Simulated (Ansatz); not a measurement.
# F2H2HfOSe: one molecule under many settings

How do the results and run time of F2H2HfOSe respond when the settings are drawn wide?

Computed with Ansatz 0.2.0, Gaussian basis. Level: the settings change from run to run.

## Step 1: The geometry

The geometry comes from an earlier relaxation with PBE0-D4 in a triple-zeta def2 set; it is a stationary point, not always the lowest conformer. Hf takes a core potential in def2 sets; no spin-orbit term is included.

SMILES `[OH][Hf]([F])([F])[SeH]`, 7 atoms, charge 0, spin multiplicity 1.

Atoms are counted from 1 here; the program's logs count them from 0.

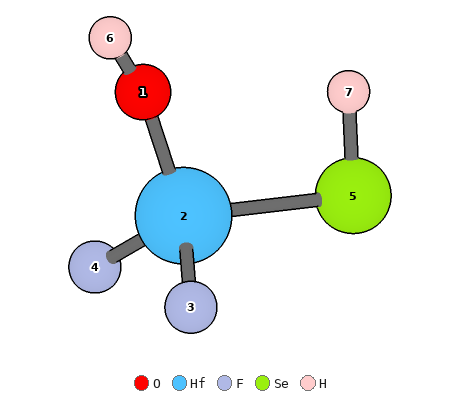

The geometry (oxygen red, hafnium blue, fluorine light blue, selenium green, hydrogen pink); atoms are numbered from 1 in the order of the file.

Coordinates:

```
O    -0.4908    0.5029    1.3526
Hf    0.1880   -0.6282   -0.0114
F     1.9109   -1.2970    0.4346
F    -0.9323   -2.1403   -0.2814
Se    0.3287    0.7559   -2.2012
H    -0.8079    0.8979    2.1591
H    -0.1965    1.9088   -1.4524
```

## Step 2: B3LYP5/def2-mTZVP

in.yaml

```yaml
crystal:
  periodic: [false, false, false]
  atoms:
    - {symbol: O, position_ang: [-0.490804, 0.502941, 1.352634]}
    - {symbol: Hf, position_ang: [0.188000, -0.628185, -0.011414]}
    - {symbol: F, position_ang: [1.910893, -1.296977, 0.434631]}
    - {symbol: F, position_ang: [-0.932319, -2.140332, -0.281355]}
    - {symbol: Se, position_ang: [0.328651, 0.755873, -2.201215]}
    - {symbol: H, position_ang: [-0.807880, 0.897920, 2.159109]}
    - {symbol: H, position_ang: [-0.196540, 1.908760, -1.452389]}
basis:
  gaussian: {orbitals: def2-mTZVP}
hamiltonian: {xc: {name: B3LYP5}}
```

Started as:

```
$ ansatz run in.yaml --threads 4 --pin off --events-out ev --progress --plain --max-ram 10444MiB
```

The log of the run:

```text
Functional definition: B3LYP5
  name "B3LYP5"
  cite "Stephens, Devlin, Chabalowski & Frisch, J. Phys. Chem. 98, 11623 (1994) doi:10.1021/j100096a001"
  cite "Becke, Phys. Rev. A 38, 3098 (1988) doi:10.1103/PhysRevA.38.3098"
  cite "Lee, Yang & Parr, Phys. Rev. B 37, 785 (1988) doi:10.1103/PhysRevB.37.785"
  cite "Vosko, Wilk & Nusair, Can. J. Phys. 58, 1200 (1980) doi:10.1139/p80-159"
  parameter a0 = 0.2
  parameter ax = 0.72
  parameter ac = 0.81
  exchange = (1 - a0 - ax)*slater_x + ax*b88_x + a0*exact_x
  correlation = (1 - ac)*vwn5_c + ac*lyp_c
1279 factors; their error is unknown
mean field evaluation 1: about -74162.6581 eV, gradient 8.5e1 eV
mean field evaluation 2: about -74098.8456 eV, gradient 2.1e2 eV
mean field evaluation 4: about -74173.4664 eV, gradient 9.8e0 eV
mean field evaluation 8: about -74173.6645 eV, gradient 1.3e-1 eV
mean field evaluation 16: about -74173.9231 eV, gradient 8.5e-5 eV
mean field -74173.92312300 eV, -2725.8413978793 hartree, gradient 8.5e-5 eV, S^2 0.000000; 0 other end points of the search recorded, 0 dependent functions left out
reference -74173.92337478 eV, -2725.8414071322 hartree; 37, 37 occupied and 103, 103 virtual orbitals, 1279 factors
Total energy: -74173.92337478 eV, -2725.8414071322 hartree
```

It took 1.9 s on 4 threads of Arm Neoverse V1, shared host; peak memory 0.31 GiB.

## Step 3: B97/def2-mTZVP

Set apart from the defaults: a point charge of 2.00 e beside it, the search for lower states set to light.

Edit in.yaml of step 2 so:

```diff
@@ -11,3 +11,4 @@
 basis:
-  gaussian: {orbitals: def2-mTZVP}
-hamiltonian: {xc: {name: B3LYP5}}
+  gaussian: {orbitals: def2-mTZVP, point_charges: [{charge: 2.00, position_ang: [5.335, -0.360, -0.038]}]}
+hamiltonian: {xc: {name: B97}}
+scf: {lower_state_search: light}
```

The command is unchanged.

The log of the run (excerpt; [...] marks lines left out):

```text
Functional definition: B97
  name "B97"
  cite "Becke, J. Chem. Phys. 107, 8554 (1997) doi:10.1063/1.475007"
[...]
      + integral(e_c_pw_opposite_spin*poly(b97_u_opposite, cos0, cos1, cos2))
1279 factors; their error is unknown
[...]
mean field -74175.37308418 eV, -2725.8946829699 hartree, gradient 4.2e-5 eV, S^2 0.000000; 0 other end points of the search recorded, 0 dependent functions left out
reference -74175.37311505 eV, -2725.8946841043 hartree; 37, 37 occupied and 103, 103 virtual orbitals, 1279 factors
Total energy: -74175.37311505 eV, -2725.8946841043 hartree
```

It took 4.6 s on 4 threads of Arm Neoverse V1, shared host; peak memory 0.39 GiB.

## Step 4: PBE0-DH/x2c-TZVPPall

Edit in.yaml of step 3 so:

```diff
@@ -11,4 +11,3 @@
 basis:
-  gaussian: {orbitals: def2-mTZVP, point_charges: [{charge: 2.00, position_ang: [5.335, -0.360, -0.038]}]}
-hamiltonian: {xc: {name: B97}}
-scf: {lower_state_search: light}
+  gaussian: {orbitals: x2c-TZVPPall}
+hamiltonian: {xc: {name: PBE0-DH}}
```

Same command.

The log of the run (excerpt; [...] marks lines left out):

```text
Functional definition: PBE0-DH
  name "PBE0-DH"
  cite "Brémond & Adamo, J. Chem. Phys. 135, 024106 (2011) doi:10.1063/1.3604569"
  cite "Perdew, Burke & Ernzerhof, Phys. Rev. Lett. 77, 3865 (1996) doi:10.1103/PhysRevLett.77.3865"
[...]
1904 factors; integrals over basis functions are off by at most 9.4e-4 eV
[...]
mean field -483959.02744185 eV, -17785.1662192773 hartree, gradient 2.3e-6 eV, S^2 0.000000; 0 other end points of the search recorded, 0 dependent functions left out
35 core orbitals not correlated: weight in the atoms' cores, before any rotation towards them, 1.000 or more for the frozen orbitals, at most 0.000 for the correlated occupied ones
reference -483959.02747909 eV, -17785.1662206456 hartree; 32, 32 occupied and 199, 199 virtual orbitals, 1904 factors
second order -50.00598122 eV of doubles, -0.00000000 eV of singles
Total energy: -483965.27822674 eV, -17785.3959313849 hartree
Relativity: scalar
```

Run time: 16 s. Hardware: 4 threads of Arm Neoverse V1, shared host; peak memory 1 GiB.

## Step 5: LC-wPBE/def2-mTZVPP

This run has charge -1, multiplicity 2, restricted open-shell orbitals, the search for lower states set to full.

Edit in.yaml of step 4 so:

```diff
@@ -11,3 +11,7 @@
 basis:
-  gaussian: {orbitals: x2c-TZVPPall}
-hamiltonian: {xc: {name: PBE0-DH}}
+  gaussian: {orbitals: def2-mTZVPP}
+total_charge: -1
+magnetization: {spin_polarized: false, initial_magnetization: 1}
+hamiltonian: {xc: {name: LC-wPBE}}
+scf: {lower_state_search: full}
+output: {forces: true}
```

Same command.

The log of the run (excerpt; [...] marks lines left out):

```text
Functional definition: LC-wPBE
  name "LC-wPBE"
  cite "Vydrov & Scuseria, J. Chem. Phys. 125, 234109 (2006) doi:10.1063/1.2409292"
  cite "Heyd & Scuseria, J. Chem. Phys. 120, 7274 (2004) doi:10.1063/1.1668634"
  cite "Ernzerhof & Perdew, J. Chem. Phys. 109, 3313 (1998) doi:10.1063/1.476928"
  cite "Perdew, Burke & Ernzerhof, Phys. Rev. Lett. 77, 3865 (1996) doi:10.1103/PhysRevLett.77.3865"
  parent pbe
[...]
1269 factors; their error is unknown
465 factors; integrals over basis functions are off by at most 1.6e-5 eV
[...]
mean field -74167.03720908 eV, -2725.5883452104 hartree, gradient 2.5e-5 eV, S^2 0.750000; 14 other end points of the search recorded, 0 dependent functions left out
[...]
reference -74167.03720910 eV, -2725.5883452111 hartree; 38, 37 occupied and 116, 117 virtual orbitals, 1269 factors
Total energy: -74167.03720910 eV, -2725.5883452111 hartree
Atom 0 at    -0.490804     0.502941     1.352634 Å, force    -1.111950     1.667417     2.451567 eV/Å
Atom 1 at     0.188000    -0.628185    -0.011414 Å, force     1.247296    -0.996529    -3.764630 eV/Å
Atom 2 at     1.910893    -1.296977     0.434631 Å, force     1.638355    -0.402284     1.000302 eV/Å
Atom 3 at    -0.932319    -2.140332    -0.281355 Å, force    -1.442749    -1.319468     0.228249 eV/Å
Atom 4 at     0.328651     0.755873    -2.201215 Å, force    -0.120607     0.003512     0.480249 eV/Å
Atom 5 at    -0.807880     0.897920     2.159109 Å, force    -0.022804     0.164167    -0.106394 eV/Å
Atom 6 at    -0.196540     1.908760    -1.452389 Å, force    -0.187541     0.883186    -0.289342 eV/Å
Dipole moment:    -0.313671     0.299460     0.901595 e Å
```

Run time: 38 s. Hardware: 4 threads of Arm Neoverse V1, shared host; peak memory 0.61 GiB.

Largest force 4.089 eV/Å.

## Step 6: PBE-QIDH/def2-TZVP

Set apart from the defaults: the search for lower states set to full.

Edit in.yaml of step 5 so:

```diff
@@ -11,7 +11,4 @@
 basis:
-  gaussian: {orbitals: def2-mTZVPP}
-total_charge: -1
-magnetization: {spin_polarized: false, initial_magnetization: 1}
-hamiltonian: {xc: {name: LC-wPBE}}
+  gaussian: {orbitals: def2-TZVP}
+hamiltonian: {xc: {name: PBE-QIDH}}
 scf: {lower_state_search: full}
-output: {forces: true}
```

Launched as before.

The log of the run (excerpt; [...] marks lines left out):

```text
Functional definition: PBE-QIDH
  name "PBE-QIDH"
  cite "Brémond, Sancho-García, Pérez-Jiménez & Adamo, J. Chem. Phys. 141, 031101 (2014) doi:10.1063/1.4890314"
  cite "Perdew, Burke & Ernzerhof, Phys. Rev. Lett. 77, 3865 (1996) doi:10.1103/PhysRevLett.77.3865"
[...]
1401 factors; integrals over basis functions are off by at most 9.7e-4 eV
[...]
mean field -74140.47783601 eV, -2724.6123062527 hartree, gradient 6.3e-6 eV, S^2 0.000000; 3 other end points of the search recorded, 0 dependent functions left out
12 core orbitals not correlated: weight in the atoms' cores, before any rotation towards them, 1.000 or more for the frozen orbitals, at most 0.000 for the correlated occupied ones
reference -74140.47784941 eV, -2724.6123067450 hartree; 25, 25 occupied and 156, 156 virtual orbitals, 1401 factors
second order -39.48563146 eV of doubles, -0.00000000 eV of singles
Total energy: -74153.63972656 eV, -2725.0959968090 hartree
```

It took 11 s on 4 threads of Arm Neoverse V1, shared host; peak memory 0.5 GiB.

## Step 7: revPBE/def2-TZVP

This run has charge -1, multiplicity 2, restricted open-shell orbitals, D4 dispersion, high accuracy.

Edit in.yaml of step 6 so:

```diff
@@ -12,3 +12,5 @@
   gaussian: {orbitals: def2-TZVP}
-hamiltonian: {xc: {name: PBE-QIDH}}
-scf: {lower_state_search: full}
+total_charge: -1
+magnetization: {spin_polarized: false, initial_magnetization: 1}
+hamiltonian: {xc: {name: revPBE}, dispersion: d4}
+accuracy: high
```

Same command.

The log of the run (excerpt; [...] marks lines left out):

```text
Functional definition: revPBE
  name "revPBE"
  cite "Zhang & Yang, Phys. Rev. Lett. 80, 890 (1998) doi:10.1103/PhysRevLett.80.890"
  cite "Perdew, Burke & Ernzerhof, Phys. Rev. Lett. 77, 3865 (1996) doi:10.1103/PhysRevLett.77.3865"
[...]
3221 factors; integrals over basis functions are off by at most 1.3e-6 eV
[...]
mean field -74174.01816583 eV, -2725.8448906391 hartree, gradient 5.9e-8 eV, S^2 0.750000; 8 other end points of the search recorded, 0 dependent functions left out
reference -74174.01817186 eV, -2725.8448908606 hartree; 38, 37 occupied and 155, 156 virtual orbitals, 3221 factors
Total energy: -74174.37178903 eV, -2725.8578860519 hartree
```

Run time: 25 s. Hardware: 4 threads of Arm Neoverse V1, shared host; peak memory 1 GiB.

## Step 8: PBE0/def2-SVP

Options: coordinates scaled by 1.05.

in.yaml

```yaml
crystal:
  periodic: [false, false, false]
  atoms:
    - {symbol: O, position_ang: [-0.515345, 0.528088, 1.420265]}
    - {symbol: Hf, position_ang: [0.197400, -0.659595, -0.011985]}
    - {symbol: F, position_ang: [2.006437, -1.361825, 0.456362]}
    - {symbol: F, position_ang: [-0.978935, -2.247348, -0.295422]}
    - {symbol: Se, position_ang: [0.345083, 0.793666, -2.311276]}
    - {symbol: H, position_ang: [-0.848274, 0.942816, 2.267064]}
    - {symbol: H, position_ang: [-0.206367, 2.004198, -1.525008]}
basis:
  gaussian: {orbitals: def2-SVP}
hamiltonian: {xc: {name: PBE0}}
```

The command is unchanged.

The log of the run:

```text
Functional definition: PBE0
  name "PBE0"
  cite "Adamo & Barone, J. Chem. Phys. 110, 6158 (1999) doi:10.1063/1.478522"
  cite "Perdew, Burke & Ernzerhof, Phys. Rev. Lett. 77, 3865 (1996) doi:10.1103/PhysRevLett.77.3865"
  parent pbe
  parameter a = 0.25
  parameter kappa = 0.804
  parameter beta = 0.06672455060314922
  exchange = (1 - a)*pbe_x(kappa = kappa, mu = beta*pi^2/3) + a*exact_x
  correlation = pbe_c(beta = beta)
1117 factors; integrals over basis functions are off by at most 6.1e-4 eV
mean field evaluation 1: about -74138.5580 eV, gradient 7.1e1 eV
mean field evaluation 2: about -74073.5825 eV, gradient 2.0e2 eV
mean field evaluation 4: about -74147.3471 eV, gradient 1.0e1 eV
mean field evaluation 8: about -74147.6353 eV, gradient 7.5e-1 eV
mean field evaluation 16: about -74147.6369 eV, gradient 8.6e-4 eV
mean field -74147.63690875 eV, -2724.8753973230 hartree, gradient 3.7e-5 eV, S^2 0.000000; 0 other end points of the search recorded, 0 dependent functions left out
reference -74147.63696135 eV, -2724.8753992563 hartree; 37, 37 occupied and 79, 79 virtual orbitals, 1117 factors
Total energy: -74147.63696135 eV, -2724.8753992563 hartree
```

Run time: 1.8 s. Hardware: 4 threads of Arm Neoverse V1, shared host; peak memory 0.26 GiB.

## Step 9: r2SCAN0/def2-SVP

Set apart from the defaults: unrestricted orbitals.

in.yaml

```yaml
crystal:
  periodic: [false, false, false]
  atoms:
    - {symbol: O, position_ang: [-0.490804, 0.502941, 1.352634]}
    - {symbol: Hf, position_ang: [0.188000, -0.628185, -0.011414]}
    - {symbol: F, position_ang: [1.910893, -1.296977, 0.434631]}
    - {symbol: F, position_ang: [-0.932319, -2.140332, -0.281355]}
    - {symbol: Se, position_ang: [0.328651, 0.755873, -2.201215]}
    - {symbol: H, position_ang: [-0.807880, 0.897920, 2.159109]}
    - {symbol: H, position_ang: [-0.196540, 1.908760, -1.452389]}
basis:
  gaussian: {orbitals: def2-SVP}
magnetization: {spin_polarized: true, initial_magnetization: 0}
hamiltonian: {xc: {name: r2SCAN0}}
```

Launched as before.

The log of the run (excerpt; [...] marks lines left out):

```text
Functional definition: r2SCAN0
  name "r2SCAN0"
  cite "Bursch, Neugebauer, Ehlert & Grimme, J. Chem. Phys. 156, 134105 (2022) doi:10.1063/5.0086040"
  cite "Furness, Kaplan, Ning, Perdew & Sun, J. Phys. Chem. Lett. 11, 8208 (2020) doi:10.1021/acs.jpclett.0c02405"
  cite "Furness, Kaplan, Ning, Perdew & Sun, J. Phys. Chem. Lett. 11, 9248 (2020) doi:10.1021/acs.jpclett.0c03077"
  parent r2scan
[...]
1117 factors; integrals over basis functions are off by at most 7.1e-4 eV
[...]
mean field -74158.29298138 eV, -2725.2670007694 hartree, gradient 3.1e-5 eV, S^2 0.000000; 0 other end points of the search recorded, 0 dependent functions left out
reference -74158.29301200 eV, -2725.2670018945 hartree; 37, 37 occupied and 79, 79 virtual orbitals, 1117 factors
Total energy: -74158.29301200 eV, -2725.2670018945 hartree
```

Wall time 7 s (4 threads of Arm Neoverse V1, shared host); peak memory 0.49 GiB.

⟨S²⟩ 0.000.

## Step 10: All runs side by side

```
               level  charge  multiplicity               geometry  functions  energy (eV)   time
   B3LYP5/def2-mTZVP       0             1                relaxed        140   -74173.923  1.9 s
      B97/def2-mTZVP       0             1  relaxed, point charge        140   -74175.373  4.6 s
PBE0-DH/x2c-TZVPPall       0             1                relaxed        266  -483965.278   16 s
 LC-wPBE/def2-mTZVPP      -1             2                relaxed        154   -74167.037   38 s
  PBE-QIDH/def2-TZVP       0             1                relaxed        193   -74153.640   11 s
    revPBE/def2-TZVP      -1             2                relaxed        193   -74174.372   25 s
       PBE0/def2-SVP       0             1                 scaled        116   -74147.637  1.8 s
    r2SCAN0/def2-SVP       0             1                relaxed        116   -74158.293    7 s
```

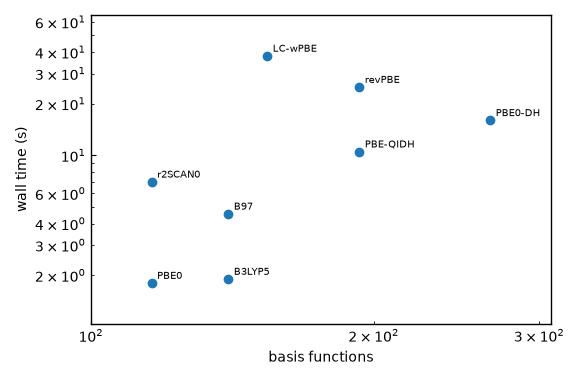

Wall time against the number of basis functions (shared host).

## Step 11: Summary of results

```
                                         quantity                      value
                                             runs                          8
                                         quickest       PBE0/def2-SVP, 1.8 s
                                          slowest  LC-wPBE/def2-mTZVPP, 38 s
spread of total energies, same state and geometry                409811.6 eV
```

What this shows: LC-wPBE/def2-mTZVPP took 21 times as long as PBE0/def2-SVP. The jobs differ in tasks and options as well as level. The totals spread over 409812 eV; they can't be compared across methods or bases. Some of these runs are scalar-relativistic and others not, which shifts the totals of all-electron atoms past neon by several eV an atom and more; core potentials, where a basis has them, take the core out of the total altogether.
